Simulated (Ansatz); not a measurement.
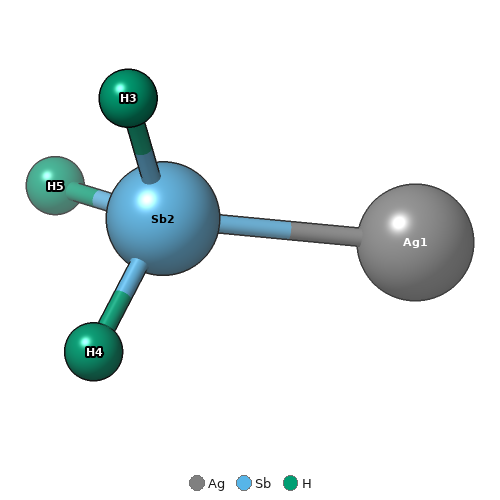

The system is AgH3Sb, charge +1; the picture shows the reference structure. The first coordinate is: separation of Sb2 and Ag1 along their line in the relaxed pair; the second: sideways slip of Ag1. Nothing is relaxed (both partners rigid). The grid has 15 × 15 points. Points are written as (first, second). Energies are in kcal/mol, from the lowest grid point. Computed with RKS PBE0-D4/def2-SVPD (Ansatz 0.2.0).

Its coordinates:

```yaml
atoms:
  - { symbol: Ag, position_ang: [-0.2081, 0.6292, -2.4866] }
  - { symbol: Sb, position_ang: [0.0070, -0.0210, 0.0822] }
  - { symbol: H, position_ang: [0.9929, 0.9685, 1.0202] }
  - { symbol: H, position_ang: [0.6307, -1.5480, 0.4143] }
  - { symbol: H, position_ang: [-1.4223, -0.0289, 0.9699] }
```

Range: separation of Sb2 and Ag1 along their line in the relaxed pair from 2.233 to 3.633 Å; sideways slip of Ag1 from −3.00 to 3.00 Å.

What landscape does the calculation give?

Answer. The lowest grid point is at (2.661 Å, 0.00 Å). No other kind of well shows on this grid. The highest grid point, (3.633 Å, −3.00 Å), lies 39.5 kcal/mol above the lowest. Round the minimum the two coordinates are nearly uncoupled.

```tsv
second ↓, first →	2.233	2.268	2.325	2.395	2.476	2.564	2.661	2.764	2.873	2.987	3.107	3.232	3.361	3.495	3.633
3.00	31.9	32.1	32.4	32.7	33.2	33.7	34.2	34.8	35.4	36.1	36.8	37.5	38.2	38.9	39.5
2.57	25.0	25.2	25.6	26.2	26.9	27.7	28.5	29.5	30.5	31.5	32.6	33.6	34.7	35.8	36.8
2.14	17.1	17.4	17.9	18.6	19.4	20.5	21.7	23.0	24.4	25.9	27.4	29.0	30.5	32.0	33.5
1.71	9.9	10.0	10.4	11.0	11.9	13.0	14.4	16.0	17.8	19.7	21.8	23.9	25.9	27.9	29.9
1.29	6.8	6.2	5.6	5.4	5.7	6.5	7.8	9.6	11.6	13.8	16.3	18.8	21.4	23.9	26.3
0.86	10.7	8.6	6.0	3.9	2.6	2.4	3.1	4.5	6.6	9.0	11.7	14.5	17.5	20.4	23.3
0.43	19.5	15.4	10.2	5.7	2.5	0.9	0.7	1.6	3.4	5.8	8.7	11.7	14.9	18.1	21.2
0.00	24.3	19.3	12.8	7.1	3.0	0.7	0.0	0.7	2.3	4.8	7.6	10.7	14.0	17.3	20.5
−0.43	19.4	15.4	10.2	5.7	2.5	0.9	0.6	1.6	3.4	5.8	8.7	11.7	14.9	18.1	21.2
−0.86	10.7	8.6	5.9	3.8	2.6	2.4	3.1	4.5	6.6	9.0	11.7	14.5	17.5	20.4	23.3
−1.29	6.7	6.2	5.6	5.4	5.7	6.5	7.8	9.6	11.6	13.8	16.3	18.8	21.4	23.9	26.3
−1.71	9.8	10.0	10.3	11.0	11.9	13.0	14.4	16.0	17.8	19.7	21.8	23.9	25.9	27.9	29.9
−2.14	17.0	17.3	17.8	18.5	19.4	20.4	21.6	23.0	24.4	25.9	27.4	29.0	30.5	32.0	33.5
−2.57	24.8	25.1	25.5	26.1	26.8	27.6	28.5	29.5	30.5	31.5	32.6	33.6	34.7	35.8	36.8
−3.00	31.8	32.0	32.3	32.7	33.1	33.7	34.2	34.8	35.5	36.1	36.8	37.5	38.2	38.9	39.5
```

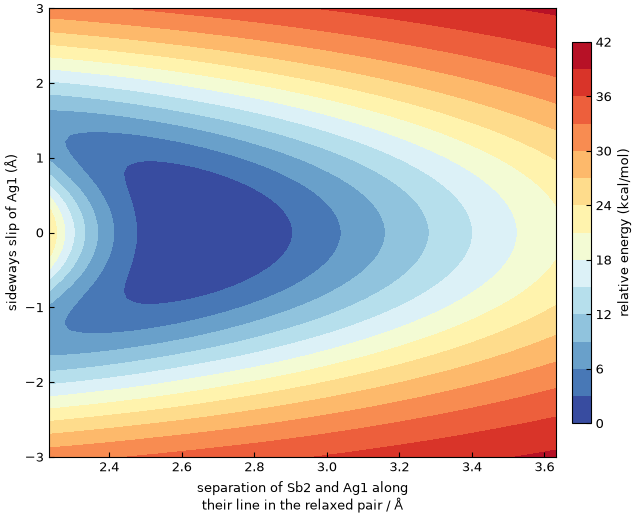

The picture shows filled contours. Between grid points the surface is interpolated.

Each point was launched as `ansatz run input.yaml --threads 1 --pin off --max-ram 2560MiB --backend cpu --events-out ev --progress --plain --runs-dir out`. The whole map (225 points run) took 29 min on 1 thread of Arm Neoverse N1, on a shared host.
